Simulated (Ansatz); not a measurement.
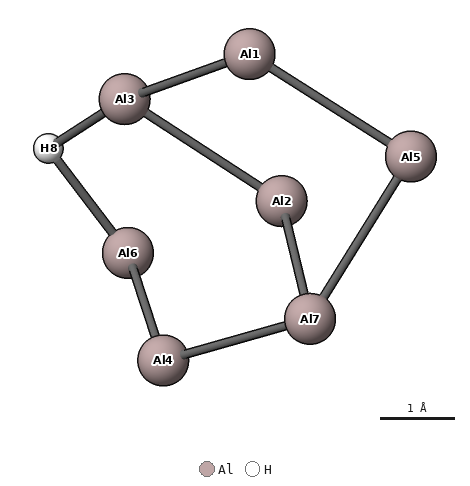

**Figure 1.** The structure (ball-and-stick view, seen at a tilt; atoms are numbered from 1 in the order of the input). Sticks mark near contacts. Bond lengths as drawn: Al–Al 2.54 to 2.62 Å and Al–H 1.75 to 1.83 Å.

# Run report: Al₇H, single-point calculation

- system: Al₇H
- method: RKS BLYP-D4/def2-TZVP (Ansatz 0.2.0)

The geometry comes from this level: B3LYP-D4/def2-SVP.

**Log**
```
Functional definition: BLYP
  name "BLYP"
  cite "Becke, Phys. Rev. A 38, 3098 (1988) doi:10.1103/PhysRevA.38.3098"
  cite "Lee, Yang & Parr, Phys. Rev. B 37, 785 (1988) doi:10.1103/PhysRevB.37.785"
  parameter beta = 0.0042
  parameter a = 0.04918
  parameter b = 0.132
  parameter c = 0.2533
  parameter d = 0.349
  exchange = b88_x(beta = beta)
  correlation = lyp_c(a = a, b = b, c = c, d = d)
these checks for a lower state are left out or cut short: starts
1857 factors; their error is unknown
mean field evaluation 1: about -46195.0802 eV, gradient 2.4e1 eV
mean field evaluation 2: about -46195.5150 eV, gradient 5.8e-1 eV
mean field evaluation 4: about -46195.4969 eV, gradient 4.1e-2 eV
mean field -46195.49691977 eV, -1697.6531993689 hartree, gradient 2.1e-5 eV, S^2 0.000000; 0 other end points of the search recorded, 0 dependent functions left out
reference -46195.49725881 eV, -1697.6532118286 hartree; 46, 46 occupied and 219, 219 virtual orbitals, 1857 factors
Total energy: -46196.32607962 eV, -1697.6836704316 hartree
Checks for a lower state left out: starts
```

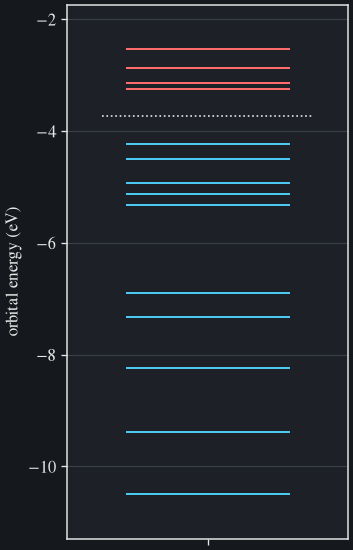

**Figure 2.** Orbital energies near the frontier; the dotted line parts filled from empty levels, and levels within 0.02 eV of each other stand side by side. Highest filled −4.23 eV, lowest empty −3.25 eV, 0.98 eV apart.

This output came from the following input.

**Input file**
```yaml
crystal:
  periodic: [false, false, false]
  atoms:
    - {symbol: Al, position_ang: [1.349339, 2.059966, 0.353646]}
    - {symbol: Al, position_ang: [-0.930643, 0.447056, -0.025274]}
    - {symbol: Al, position_ang: [0.930204, -0.134536, 1.597464]}
    - {symbol: Al, position_ang: [-0.231057, -1.843879, -1.343461]}
    - {symbol: Al, position_ang: [-0.437514, 2.734439, -1.390348]}
    - {symbol: Al, position_ang: [-0.949234, -1.987969, 1.125270]}
    - {symbol: Al, position_ang: [-0.219758, 0.428562, -2.542347]}
    - {symbol: H, position_ang: [0.488661, -1.703628, 2.225051]}
basis:
  gaussian: {orbitals: def2-TZVP, initial_orbitals: start.molden}
hamiltonian: {xc: {name: BLYP}, dispersion: d4}
scf: {omitted_lower_state_checks: [starts]}
output: {orbitals: {seedname: orbitals}}
```

Run as:
```bash
ansatz run in.yaml --threads 4 --pin off --events-out ev --progress --plain --max-ram 4787MiB
```

**Key numbers**

| quantity | value |
| --- | --- |
| outcome | converged |
| total energy | −46196.3261 eV |
| mean-field energy | −46195.4973 eV |
| dispersion energy | −0.8288 eV |
| SCF solution under orbital rotations | stable |
| HOMO | −4.23 eV |
| LUMO | −3.25 eV |
| hardware | 4 threads of Arm Neoverse V1, 23 GiB of memory available, shared host |
| wall time | 4.2 s (CPU time 16 s) |
| peak memory | 0.52 GiB |
